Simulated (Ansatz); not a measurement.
Input

```
crystal:
  periodic: [false, false, false]
  atoms:
    - {symbol: C, position_ang: [1.630605, -0.237733, 1.167759]}
    - {symbol: C, position_ang: [0.657969, -0.095921, 0.469855]}
    - {symbol: In, position_ang: [-0.989470, 0.144627, -0.708570]}
    - {symbol: F, position_ang: [-2.404039, -1.145558, -0.935787]}
    - {symbol: F, position_ang: [-1.387132, 1.698949, -1.777715]}
    - {symbol: H, position_ang: [2.492077, -0.364365, 1.784458]}
basis:
  gaussian: {orbitals: def2-TZVPP}
hamiltonian: {xc: pbe0, dispersion: d4}
output: {orbitals: {seedname: orbitals}}
```

Launched as:

```sh
ansatz run in.yaml --threads 4 --pin off --events-out ev --progress --plain --max-ram 10444MiB
```

Geometry: PBE0-D4/def2-TZVP; core potentials replace the inner electrons of In.

These are results of RKS PBE0-D4/def2-TZVPP (Ansatz 0.2.0), not measurements.

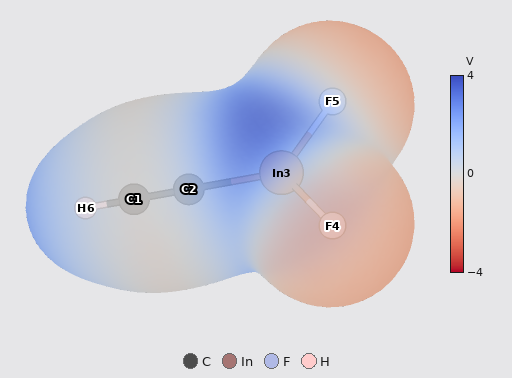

C2HF2In (SMILES C#[C][In]([F])[F]). The molecular electrostatic potential painted on the density surface at 0.001 e/bohr³, seen at a tilt; red is negative and blue positive.

Which sites attract a positive test charge, and which a negative one?

A positive charge is drawn to the negative regions and a negative charge to the positive ones. The most negative region (about −1.3 V) lies over F4 and F5, the most positive (about +3.3 V) over In3.
